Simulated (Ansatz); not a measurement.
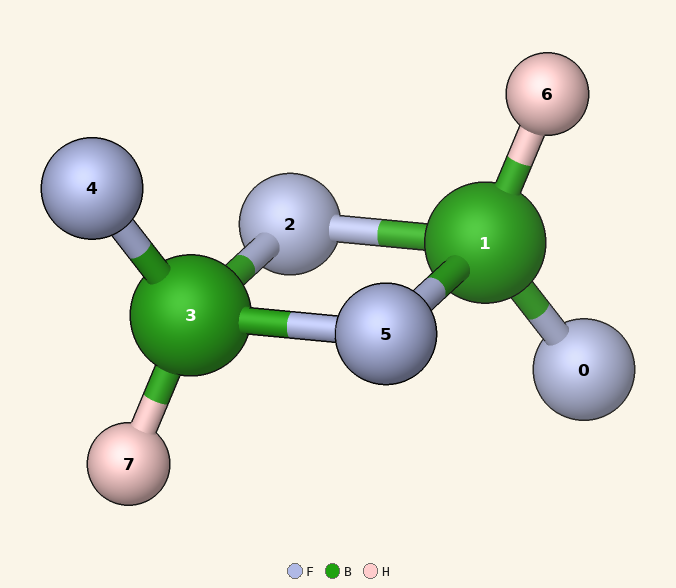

The structure as it stands in the input. Atoms are numbered from 0, in the order of the input.

Ansatz 0.2.0 input:

```yaml
crystal:
  periodic: [false, false, false]
  atoms:
    - {symbol: F, position_ang: [1.054885, -1.462216, 1.057741]}
    - {symbol: B, position_ang: [0.988942, -0.304839, 0.428948]}
    - {symbol: F, position_ang: [0.248461, -0.482636, -0.914725]}
    - {symbol: B, position_ang: [-0.988935, 0.304843, -0.428940]}
    - {symbol: F, position_ang: [-1.055012, 1.462195, -1.057766]}
    - {symbol: F, position_ang: [-0.248418, 0.482722, 0.914693]}
    - {symbol: H, position_ang: [1.932211, 0.405936, 0.310323]}
    - {symbol: H, position_ang: [-1.932144, -0.406005, -0.310264]}
basis:
  gaussian: {orbitals: "6-31++G**"}
hamiltonian: {xc: {name: PBE0}, dispersion: d3bj}
accuracy: high
output: {forces: true}
```

It was started with:

```sh
ansatz run in.yaml --threads 4 --pin off --events-out ev --progress --plain --max-ram 10444MiB
```

Output:

```
Functional definition: PBE0
  name "PBE0"
  cite "Adamo & Barone, J. Chem. Phys. 110, 6158 (1999) doi:10.1063/1.478522"
  cite "Perdew, Burke & Ernzerhof, Phys. Rev. Lett. 77, 3865 (1996) doi:10.1103/PhysRevLett.77.3865"
  parent pbe
  parameter a = 0.25
  parameter kappa = 0.804
  parameter beta = 0.06672455060314922
  exchange = (1 - a)*pbe_x(kappa = kappa, mu = beta*pi^2/3) + a*exact_x
  correlation = pbe_c(beta = beta)
2635 factors; integrals over basis functions are off by at most 3.2e-9 eV
mean field evaluation 1: about -12243.6247 eV, gradient 4.3e1 eV
mean field evaluation 2: about -12242.0873 eV, gradient 5.6e1 eV
mean field evaluation 4: about -12246.2883 eV, gradient 1.9e0 eV
mean field evaluation 8: about -12246.4206 eV, gradient 6.0e-2 eV
mean field evaluation 16: about -12246.4206 eV, gradient 9.9e-7 eV
mean field -12246.42061613 eV, -450.0476567206 hartree, gradient 3.9e-9 eV, S^2 0.000000; 0 other end points of the search recorded, 0 dependent functions left out
the calculation of the forces begins
reference -12246.42062141 eV, -450.0476569149 hartree; 24, 24 occupied and 102, 102 virtual orbitals, 2635 factors
Total energy: -12246.51438104 eV, -450.0511025177 hartree
Atom 0 at     1.054885    -1.462216     1.057741 Å, force     0.012660    -0.314209     0.169262 eV/Å
Atom 1 at     0.988942    -0.304839     0.428948 Å, force     0.256154     0.248695    -0.060694 eV/Å
Atom 2 at     0.248461    -0.482636    -0.914725 Å, force     0.053928    -0.106115    -0.201953 eV/Å
Atom 3 at    -0.988935     0.304843    -0.428940 Å, force    -0.256256    -0.248721     0.060523 eV/Å
Atom 4 at    -1.055012     1.462195    -1.057766 Å, force    -0.012610     0.314207    -0.169204 eV/Å
Atom 5 at    -0.248418     0.482722     0.914693 Å, force    -0.053892     0.106146     0.202037 eV/Å
Atom 6 at     1.932211     0.405936     0.310323 Å, force    -0.006332    -0.006879     0.001863 eV/Å
Atom 7 at    -1.932144    -0.406005    -0.310264 Å, force     0.006349     0.006876    -0.001834 eV/Å
Dipole moment:     0.000028     0.000004     0.000014 e Å
```

The calculation finished and met its thresholds.
